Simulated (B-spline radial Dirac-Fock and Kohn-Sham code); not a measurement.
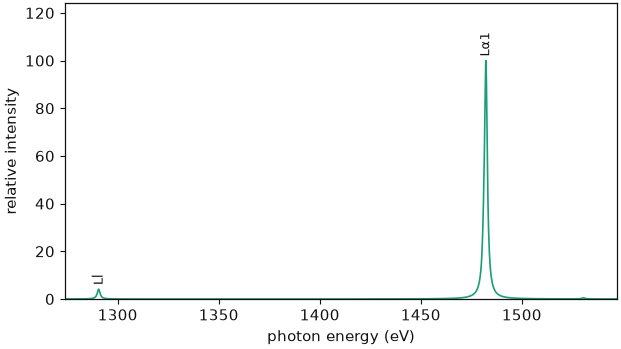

Fig. 1. X-ray emission lines that fill an L3 (2p3/2) hole, broadened by a Lorentzian of 1.7 eV full width. It refers to Br⁻ in the configuration [Kr], inside a Watson sphere of charge +1 and radius 1.666 Å that stands in for a crystal. Level of theory: independent-particle rates on relativistic LDA orbitals of the hole state (multipoles to L = 3), energies from Dirac–Fock ΔSCF; calculated with a B-spline radial code.

Summarise the result.

The strongest line is L3-M5 (Lα1) at 1.4822 keV with 86.1 % of the photons, then L3-M4 (Lα2) at 1.4812 keV (9.7 %), L3-M1 (Ll) at 1.2906 keV (3.7 %), L3-N1 (Lβ6) at 1.5304 keV (0.46 %). The hole has a width of 1.11 eV and a fluorescence yield of 0.0190.
